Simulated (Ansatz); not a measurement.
**SiH2 (triplet): the correlation ladder at a displaced geometry (v2), cc-pVDZ**

Aim: climb from Hartree-Fock through coupled cluster and multireference methods for SiH2 (triplet) at one geometry and basis, and see what each rung misses.

Computed with Ansatz 0.2.0, Gaussian basis. Level: cc-pVDZ, core rule «outside noble gas», up to 5 orbitals frozen.

To be run: UHF; CCSD(T) on ROHF; CCSD(T) on UHF; BCCD(T) on ROHF; CISD; CCSDT(Q) on ROHF; CCSDT(Q) on UHF; CCSDTQ on ROHF; CASSCF and MRCISD+Q, 6 electrons in 6 orbitals; CASSCF and NEVPT2, 6 electrons in 6 orbitals; Full CI.

24 further runs of the same task are left out: 10 that didn't finish, 14 set aside as unsound or not needed.

**1. The system**

The geometry is a PBE0/def2-TZVP stationary point (not a proven minimum) with its atoms shifted at random (size 0.100 Å).

3 atoms, charge 0, spin multiplicity 3.

Atoms are counted from 1 here; the program's logs count them from 0.

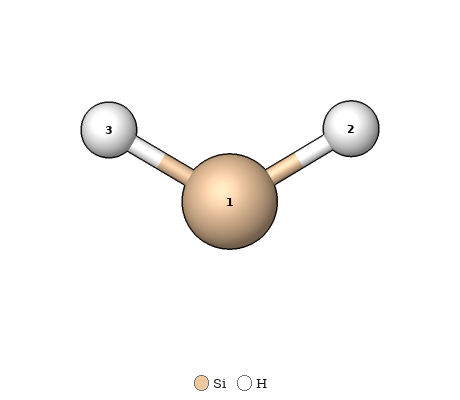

The structure; silicon light orange, hydrogen white; atoms are numbered from 1 in the order of the file.

**2. UHF**

The input, in.yaml:

```yaml
crystal:
  periodic: [false, false, false]
  atoms:
    - {symbol: Si, position_ang: [0.008476, -0.050215, -0.000503]}
    - {symbol: H, position_ang: [-0.156398, 0.715812, -1.267283]}
    - {symbol: H, position_ang: [-0.079778, 0.683387, 1.281285]}
basis:
  gaussian: {orbitals: cc-pVDZ}
magnetization: {spin_polarized: true, initial_magnetization: 2}
hamiltonian: {xc: hf}
output: {orbitals: {seedname: orbitals}}
```

Command:

```sh
$ ansatz run in.yaml --threads 1 --pin off --events-out ev --progress --plain --max-ram 2393MiB
```

Further steps of the session: CCSD(T) on ROHF; CCSD(T) on UHF; BCCD(T) on ROHF; CISD; CCSDT(Q) on ROHF; CCSDT(Q) on UHF; CCSDTQ on ROHF; CASSCF and MRCISD+Q, 6 electrons in 6 orbitals; CASSCF and NEVPT2, 6 electrons in 6 orbitals; Full CI.

**Question.** What will the summary of the whole plan be? Wanted: FCI below the RHF energy; RMP2 from FCI; UMP2 from FCI; RCCSD from FCI; RCCSD(T) from FCI; UCCSD(T) from FCI; RCCSDT(Q) from FCI; UCCSDT(Q) from FCI; NEVPT2 valence from FCI.

As calculated:

| quantity | value |
| --- | --- |
| FCI below the RHF energy | -2.6836 eV |
| RMP2 from FCI | +668.7 meV |
| UMP2 from FCI | +664.7 meV |
| RCCSD from FCI | +68.2 meV |
| RCCSD(T) from FCI | +17.4 meV |
| UCCSD(T) from FCI | +17.0 meV |
| RCCSDT(Q) from FCI | +0.2 meV |
| UCCSDT(Q) from FCI | -0.1 meV |
| NEVPT2 valence from FCI | +583.2 meV |
| MRCISD+Q valence from FCI | +3.7 meV |
| levels within 1 kcal/mol (43 meV) | RCCSD(T), UCCSD(T), BCCD(T), RCCSDT, UCCSDT, RCCSDT(Q), UCCSDT(Q), RCCSDTQ, MRCISD+Q valence |
| T1 diagnostic | 0.020 |
| effectively unpaired electrons | 2.03 |

In words: RCCSD(T) misses by +17.4 meV, 0.6 % of the correlation energy. One determinant dominates. Of the multireference levels listed MRCISD+Q valence comes nearest in total energy (+3.7 meV), which doesn't show that its space is the better one. These misses are within one basis, not against nature; the frozen cores of restricted and unrestricted runs differ, which can shift their rows.
